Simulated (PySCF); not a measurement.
Run report: BN, polarizability calculation

The run: polarizability calculation of BN (boron nitride), multiplicity 3. Method and program: BP86/aug-pc-2, UKS (PySCF 2.14.0).

The geometry comes from this level: GFN2-xTB.

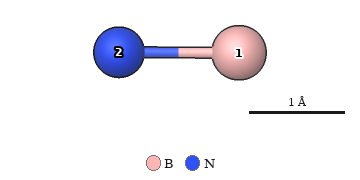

Figure 1. The input geometry (ball-and-stick view, seen on its broad side; atoms are numbered from 1 in the order of the input). Bond lengths as drawn: B–N 1.27 Å.

Summary

| quantity | value |
| --- | --- |
| outcome | converged |
| total energy | −79.434715 hartree |
| basis functions | 92 |
| ⟨S²⟩ | 2.004 |
| dipole moment | 1.89 D |
| hardware | 1 thread of Arm Neoverse V2, 24 GiB of memory available, shared host |
| wall time | 39 s |
| peak memory | 0.48 GiB |

Remarks

The record of the run, not the program, notes: logged alpha LUMO and gap are faulty.

Input file (job.py)
```python
import numpy
from pyscf import gto, dft
from pyscf.prop.polarizability import uks

mol = gto.M(
    atom='''
B      0.000000     0.000000     0.000000
N      0.000000     0.000000     2.396985
''',
    charge=0,
    unit='bohr',
    max_memory=1860,
    verbose=4,
    spin=2,
    basis='aug-pc-2',
)

calc0 = dft.UKS(mol)
calc0.xc = 'bp86'
calc0.grids.level = 4
calc0.conv_tol = 1e-10
calc0.kernel()
if not calc0.converged:
    calc0 = calc0.newton().run(calc0.mo_coeff, calc0.mo_occ)

energy = calc0.e_tot
print(f'total energy: {energy:.8f} hartree')
pol = uks.Polarizability(calc0)
alpha = pol.polarizability()
print('isotropic polarizability %.4f bohr^3' % (numpy.trace(alpha) / 3))
alpha_w = pol.polarizability_with_freq(freq=0.0774)
```

Run as:
```bash
OMP_NUM_THREADS=1 python job.py
```

Output
```
PySCF version 2.14.0

[INPUT] num. atoms = 2
[INPUT] num. electrons = 12
[INPUT] charge = 0
[INPUT] spin (= nelec alpha-beta = 2S) = 2
[INPUT] symmetry False subgroup None
[INPUT] Mole.unit = bohr
[INPUT] Symbol           X                Y                Z      unit          X                Y                Z       unit  Magmom
[INPUT]  1 B      0.000000000000   0.000000000000   0.000000000000 AA    0.000000000000   0.000000000000   0.000000000000 Bohr   0.0
[INPUT]  2 N      0.000000000000   0.000000000000   1.268429836917 AA    0.000000000000   0.000000000000   2.396985000000 Bohr   0.0

nuclear repulsion = 14.6016766896747
number of shells = 8
number of NR pGTOs = 122
number of NR cGTOs = 92
basis = aug-pc-2
ecp = {}

******** <class 'pyscf.dft.uks.UKS'> ********
method = UKS
initial guess = minao
damping factor = 0
level_shift factor = 0
DIIS = <class 'pyscf.scf.diis.CDIIS'>
diis_start_cycle = 1
diis_space = 8
diis_damp = 0
SCF conv_tol = 1e-10
SCF conv_tol_grad = None
SCF max_cycles = 50
direct_scf = True
direct_scf_tol = 1e-13
number electrons alpha = 7  beta = 5
XC library pyscf.dft.libxc version 7.0.0
    S. Lehtola, C. Steigemann, M. J.T. Oliveira, and M. A.L. Marques.,  SoftwareX 7, 1–5 (2018)
XC functionals = bp86
    A. D. Becke.,  Phys. Rev. A 38, 3098 (1988)
    J. P. Perdew.,  Phys. Rev. B 33, 8822 (1986)
radial grids:
    Treutler-Ahlrichs [JCP 102, 346 (1995); DOI:10.1063/1.469408] (M4) radial grids

becke partition: Becke, JCP 88, 2547 (1988); DOI:10.1063/1.454033
pruning grids: <function nwchem_prune>
grids dens level: 4
symmetrized grids: False
atomic radii adjust function: <function treutler_atomic_radii_adjust>
small_rho_cutoff = 0
Set gradient conv threshold to 1e-05
tot grids = 55984
init E= -79.5595269851801
  alpha nocc = 7  HOMO = -0.237554913510442  LUMO = -0.0368809425133672

WARN: beta  nocc = 5  HOMO -0.33054748312852 >= LUMO -0.330547483128513

WARN: HOMO -0.237554913510442 >= LUMO -0.330547483128513

cycle= 1 E= -79.4027410163735  delta_E= 0.157  |g|= 0.234  |ddm|= 1.01
  alpha nocc = 7  HOMO = -0.229748300312112  LUMO = -0.00146922287152046
  beta  nocc = 5  HOMO = -0.232909236632617  LUMO = -0.215422788746036
  HOMO = -0.229748300312  LUMO = -0.215422788746  gap/eV = 0.38982
cycle= 2 E= -78.9335358644057  delta_E= 0.469  |g|= 0.919  |ddm|= 0.783
  alpha nocc = 7  HOMO = -0.28178892094431  LUMO = -0.0150561740948379
  beta  nocc = 5  HOMO = -0.281636110634553  LUMO = -0.261463742569411
  HOMO = -0.281636110635  LUMO = -0.261463742569  gap/eV = 0.54892
cycle= 3 E= -79.4338115328747  delta_E= -0.5  |g|= 0.0396  |ddm|= 0.662
  alpha nocc = 7  HOMO = -0.289268615127813  LUMO = -0.0194468241890231
  beta  nocc = 5  HOMO = -0.287787614875111  LUMO = -0.263079677572733
  HOMO = -0.287787614875  LUMO = -0.263079677573  gap/eV = 0.67234
cycle= 4 E= -79.4346325945967  delta_E= -0.000821  |g|= 0.0119  |ddm|= 0.0476
  alpha nocc = 7  HOMO = -0.285679129168464  LUMO = -0.0167489725563001
  beta  nocc = 5  HOMO = -0.283633366151424  LUMO = -0.258130288949719
  HOMO = -0.283633366151  LUMO = -0.25813028895  gap/eV = 0.69397
cycle= 5 E= -79.4347119839602  delta_E= -7.94e-05  |g|= 0.00173  |ddm|= 0.0196
  alpha nocc = 7  HOMO = -0.286361400407074  LUMO = -0.0171677675287949
  beta  nocc = 5  HOMO = -0.284298520251642  LUMO = -0.258781221934758
  HOMO = -0.284298520252  LUMO = -0.258781221935  gap/eV = 0.69436
cycle= 6 E= -79.4347143284329  delta_E= -2.34e-06  |g|= 0.000545  |ddm|= 0.00329
  alpha nocc = 7  HOMO = -0.286234201222534  LUMO = -0.0170525860542607
  beta  nocc = 5  HOMO = -0.284182431774838  LUMO = -0.258650781932708
  HOMO = -0.284182431775  LUMO = -0.258650781933  gap/eV = 0.69475
cycle= 7 E= -79.4347145645724  delta_E= -2.36e-07  |g|= 0.000218  |ddm|= 0.000628
  alpha nocc = 7  HOMO = -0.286254264469045  LUMO = -0.0170403985864969
  beta  nocc = 5  HOMO = -0.284168107856699  LUMO = -0.258634969007959
  HOMO = -0.284168107857  LUMO = -0.258634969008  gap/eV = 0.69479
cycle= 8 E= -79.4347146132488  delta_E= -4.87e-08  |g|= 3.14e-05  |ddm|= 0.000357
  alpha nocc = 7  HOMO = -0.286250846564156  LUMO = -0.017034729056018
  beta  nocc = 5  HOMO = -0.28417154512872  LUMO = -0.258639270811338
  HOMO = -0.284171545129  LUMO = -0.258639270811  gap/eV = 0.69477
cycle= 9 E= -79.4347146152408  delta_E= -1.99e-09  |g|= 8.99e-06  |ddm|= 8.16e-05
  alpha nocc = 7  HOMO = -0.286250541407231  LUMO = -0.0170338385177846
  beta  nocc = 5  HOMO = -0.284173111503502  LUMO = -0.258639956119046
  HOMO = -0.284173111504  LUMO = -0.258639956119  gap/eV = 0.69479
cycle= 10 E= -79.4347146153316  delta_E= -9.08e-11  |g|= 1.75e-06  |ddm|= 1.52e-05
  alpha nocc = 7  HOMO = -0.286250531831346  LUMO = -0.0170335937156434
  beta  nocc = 5  HOMO = -0.284172790746958  LUMO = -0.258639413609956
  HOMO = -0.284172790747  LUMO = -0.25863941361  gap/eV = 0.69480
```

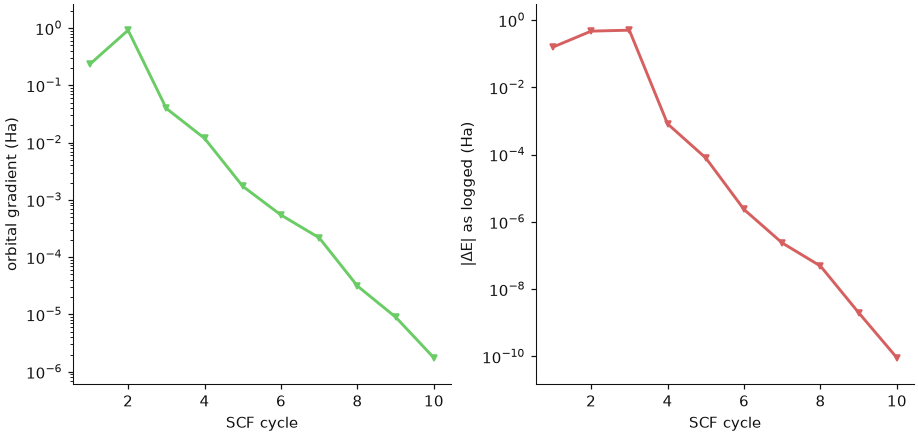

Figure 2. Convergence of the self-consistent field: orbital gradient and size of the energy change against the SCF cycle. The residual comes down, with one marked jump up, by a factor of about 4, at step 2.

```
Extra cycle  E= -79.4347146153302  delta_E= 1.46e-12  |g|= 3.51e-06  |ddm|= 4.91e-06
converged SCF energy = -79.4347146153302  <S^2> = 2.0037492  2S+1 = 3.0024984
total energy: -79.43471462 hartree
Isotropic polarizability 22.594395644
Polarizability anisotropy 9.45995390138
isotropic polarizability 22.5944 bohr^3
```
